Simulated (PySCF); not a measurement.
```
atom    x (Å)    y (Å)    z (Å)
   C   2.5081  -1.1867   0.4418
   C   1.5867  -0.4162   0.4096
  Si   0.1696   0.7741   0.3848
   N   0.3920   1.8511  -0.9344
   C  -1.3935  -0.2103  -0.0523
   C  -1.6023  -1.5044   0.1057
   F  -2.4076   0.5441  -0.5675
   H   3.3109  -1.8670   0.4613
   H   0.0211   1.3725   1.7232
   H   1.1769   2.4799  -0.9574
   H  -0.4118   2.2640  -1.3783
   H  -0.8219  -2.1225   0.5083
   H  -2.5326  -1.9781  -0.1625
```

Geometry: GFN2-xTB.

Level of theory: wB97X-D/def2-SVPD, SCF density, gas phase in PySCF.

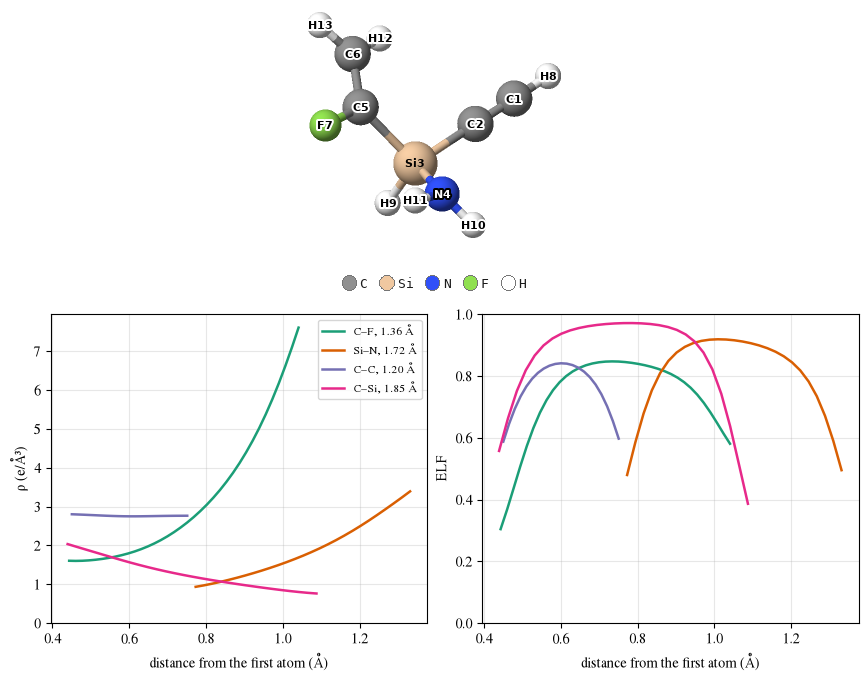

C4H6FNSi. Electron density and ELF along straight lines between neighbouring atoms. The curves leave out the atomic cores. The structure is drawn too.

What kind of bonding do the profiles show?

C–F (1.36 Å): ρ is about 2.1 e/Å³ halfway, with its minimum of 1.6 e/Å³ about 0.5 Å from C; the ELF peaks at about 0.85 between the atoms (a polar covalent bond).
Si–N (1.72 Å): ρ is about 1.1 e/Å³ halfway; the ELF peaks at about 0.90 between the atoms, as expected for a shared but strongly polarised pair.
C–C (1.20 Å): the density is about 2.8 e/Å³ at the midpoint; the ELF peaks at about 0.85 between the atoms: a multiple bond.
C–Si (1.85 Å): the density is about 0.94 e/Å³ at the midpoint; the ELF peaks at about 1 between the atoms, as expected for localised, covalent bonding.
